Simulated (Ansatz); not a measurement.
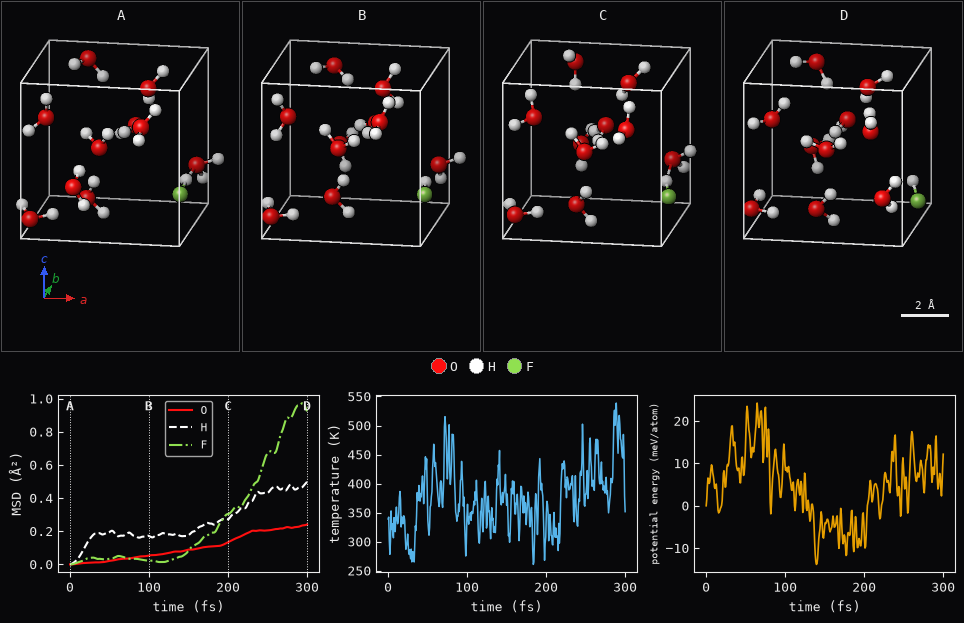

First-principles dynamics of a periodic cell with 10 H2O + 1 HF at 0.995 g/cm³, 300 fs long. It starts from the last geometry of an earlier run, with fresh velocities. Frames (A at 0 fs, B at 100 fs, C at 200 fs, D at 300 fs) and the history of the run. The picture is a ball-and-stick view of the simulation cell, seen slightly off an axis. Atoms that leave the cell re-enter on the other side.

Method: DFT PBE, scalar-relativistic, plane waves, PAW (Ansatz 0.2.0). Settings: plane-wave cutoff 420 eV; k-point mesh 1 × 1 × 1; Fermi-Dirac smearing 0.02 eV; low-accuracy preset; Langevin thermostat (NVT); set temperature 350 K; time step 0.75 fs; friction 0.05 per fs.

Describe the run.

Answer. Root-mean-square distances from the starting positions over the second half, with the common drift of all atoms taken out: F 0.70 Å, H 0.60 Å, O 0.41 Å. The heavy atoms stay within a fraction of a molecule's size of their starting places; so short a run doesn't tell a liquid from a solid. Over the second half the temperature averages 385 K (spread ±56 K). The potential energy is still drifting at the end, so the run hasn't reached equilibrium. The potential energy in the second half lies on average 2.2 meV per atom above the first frame.

Limits of the set-up: the program's low-accuracy preset was used; the periodic images lie only 6.9 Å apart, so the values are limited by the cell's size.

The run took 13 min on 1 thread of Arm Neoverse V1 (shared host), peak memory 0.38 GiB.
